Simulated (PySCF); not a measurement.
Molecule: SMILES [OH+]=C1CCCC1 (C₅H₉O (cation, charge +1)). Atoms near the plane z = 1.5 Å, at the GFN2-xTB optimised geometry (x, y, z in Å): O1 (-1.2, 2.2, 0.0), C2 (-0.6, 1.1, 0.0), C3 (-1.1, -0.3, 0.0), C4 (0.1, -1.2, -0.3), C5 (1.3, -0.4, 0.3), C6 (0.9, 1.1, 0.0), H7 (-2.2, 2.1, 0.0), H8 (-1.5, -0.5, 1.0), H10 (0.0, -2.2, 0.1), H12 (1.4, -0.5, 1.3), H13 (2.2, -0.6, -0.2), H15 (1.3, 1.8, 0.7).

Method: PySCF with PBE0/def2-TZVP. The values are rescaled to run from 0 to 1.

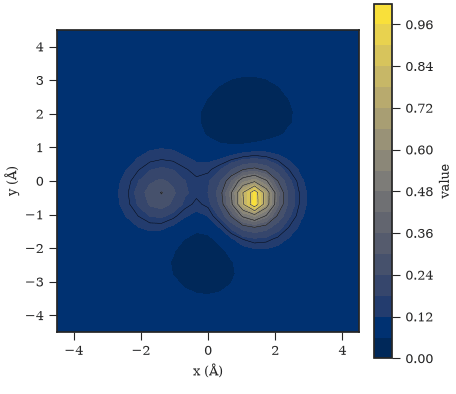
Figure: a field on the plane z = 1.5 Å.

Q: Which quantity is mapped?
(A) deformation density (molecule minus spherical neutral atoms)
(B) electron localisation function
(C) an orbital amplitude
(D) log10 of the electron density

A: C, an orbital amplitude. In full: HOMO amplitude (bohr^(-3/2)).
